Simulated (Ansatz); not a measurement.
# SiN2H5 (SMILES N[SiH]N): USVWN5/def2-SVPD

Aim: the vertical electron affinity of SiN2H5 at USVWN5/def2-SVPD, from 2 runs. 

Program for the calculation: Ansatz 0.2.0.

50 further runs of the same task are left out: 50 set aside as unsound or not needed.

**1. The structure to begin with**

SiN2H5: 8 atoms, total charge 0, spin state doublet. SMILES: `N[SiH]N`. The shape is that of a PBE0-D4/def2-TZVP optimisation. This is one conformer, not always the lowest.

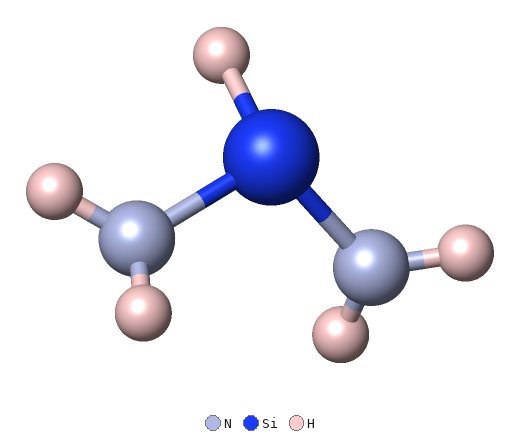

Viewed from a chosen angle; nitrogen light blue, silicon blue, hydrogen pink.

**2. The energy at USVWN5/def2-SVPD**

Input file job.yaml:

```yaml
crystal:
  periodic: [false, false, false]
  atoms:
    - {symbol: N, position_ang: [-1.027000, 0.622100, -0.768300]}
    - {symbol: Si, position_ang: [0.527700, 0.579900, -0.050700]}
    - {symbol: "N", position_ang: [0.789500, -1.052600, 0.425100]}
    - {symbol: H, position_ang: [-1.817900, 0.144500, -0.364600]}
    - {symbol: H, position_ang: [-1.296600, 1.349400, -1.406800]}
    - {symbol: H, position_ang: [0.716400, 1.354100, 1.225100]}
    - {symbol: H, position_ang: [0.730800, -1.794000, -0.255200]}
    - {symbol: H, position_ang: [1.468900, -1.260500, 1.139500]}
basis:
  gaussian:
    orbitals: def2-SVPD
magnetization:
  spin_polarized: true
  initial_magnetization: 1
hamiltonian:
  xc: {name: SVWN5}
accuracy: high
output:
  orbitals: {seedname: orbitals}
```

The run is started by

```
$ ansatz run job.yaml --threads 1 --pin off --max-ram 3480MiB --events-out events.jsonl --progress --plain --runs-dir runs
```

Output:

```text
Warning: RAYON_NUM_THREADS=1 ignored (pool sized by the plan → 1); use --threads N
Functional definition: SVWN5
  name "SVWN5"
  exchange = slater_x
  correlation = vwn5_c
2133 factors; integrals over basis functions are off by at most 3.5e-9 eV
mean field evaluation 1: about -10863.3867 eV, gradient 6.1e1 eV
mean field evaluation 2: about -10800.3904 eV, gradient 1.2e2 eV
mean field evaluation 4: about -10877.6791 eV, gradient 1.0e1 eV
mean field evaluation 8: about -10878.2158 eV, gradient 1.7e-1 eV
mean field evaluation 16: about -10878.2160 eV, gradient 1.3e-5 eV
mean field -10878.21596782 eV, -399.7670632978 hartree, gradient 6.6e-8 eV, S^2 0.751017; 0 other end points of the search recorded, 0 dependent functions left out
reference -10878.21597162 eV, -399.7670634376 hartree; 17, 16 occupied and 87, 88 virtual orbitals, 2133 factors
Total energy: -10878.21597162 eV, -399.7670634376 hartree
```

Wall time 5.1 s (1 thread of Arm Neoverse V2, shared host); peak memory 0.3 GiB.

**3. The singlet anion, same level**

Edit job.yaml of step 2 so:

```diff
@@ -3,3 +3,3 @@
   atoms:
-    - {symbol: N, position_ang: [-1.027000, 0.622100, -0.768300]}
+    - {symbol: "N", position_ang: [-1.027000, 0.622100, -0.768300]}
     - {symbol: Si, position_ang: [0.527700, 0.579900, -0.050700]}
@@ -14,5 +14,3 @@
     orbitals: def2-SVPD
-magnetization:
-  spin_polarized: true
-  initial_magnetization: 1
+total_charge: -1
 hamiltonian:
@@ -20,3 +18,2 @@
 accuracy: high
-output:
-  orbitals: {seedname: orbitals}
+output: {orbitals: {seedname: orbitals}}
```

The run is started by

```
$ ansatz run job.yaml --threads 1 --pin off --max-ram 3480MiB --events-out events.jsonl --progress --plain --runs-dir runs
```

Output:

```text
Warning: RAYON_NUM_THREADS=1 ignored (pool sized by the plan → 1); use --threads N
[... 4 set-up lines as earlier in the session ...]
2134 factors; integrals over basis functions are off by at most 3.6e-9 eV
mean field evaluation 1: about -10873.0222 eV, gradient 4.8e1 eV
mean field evaluation 2: about -10852.2999 eV, gradient 1.0e2 eV
mean field evaluation 4: about -10878.0223 eV, gradient 6.7e0 eV
mean field evaluation 8: about -10878.1474 eV, gradient 2.3e-1 eV
mean field evaluation 16: about -10878.1477 eV, gradient 2.4e-5 eV
mean field -10878.14767697 eV, -399.7645536553 hartree, gradient 8.4e-8 eV, S^2 0.000000; 1 other end points of the search recorded, 0 dependent functions left out
reference -10878.14768051 eV, -399.7645537854 hartree; 17, 17 occupied and 87, 87 virtual orbitals, 2134 factors
Total energy: -10878.14768051 eV, -399.7645537854 hartree
```

It took 4.2 s on 1 thread of Arm Neoverse V2, shared host; peak memory 0.27 GiB.

**4. Summary of results**

At USVWN5/def2-SVPD:

```
                                                            quantity          value
                                        doublet SiN2H5: total energy  -399.76706 Eh
                  doublet SiN2H5: HOMO energy (highest over α and β)       -3.84 eV
                   doublet SiN2H5: LUMO energy (lowest over α and β)       -2.68 eV
                                                doublet SiN2H5: ⟨S²⟩          0.751
                                         singlet anion: total energy  -399.76455 Eh
                                          singlet anion: HOMO energy        2.62 eV
                                          singlet anion: LUMO energy        3.99 eV
singlet anion: HOMO–LUMO gap (to an unbound level, set by the basis)        1.37 eV
                   vertical electron affinity (to the singlet anion)      -0.068 eV
```

The anion lies 0.07 eV (6.6 kJ/mol) above the neutral: the electron isn't bound at this level, and such a value depends on the basis. The HOMO (singlet anion) lies at positive energy, 2.62 eV, as semi-local functionals often give for anions; only total energies tell whether the electron is bound.
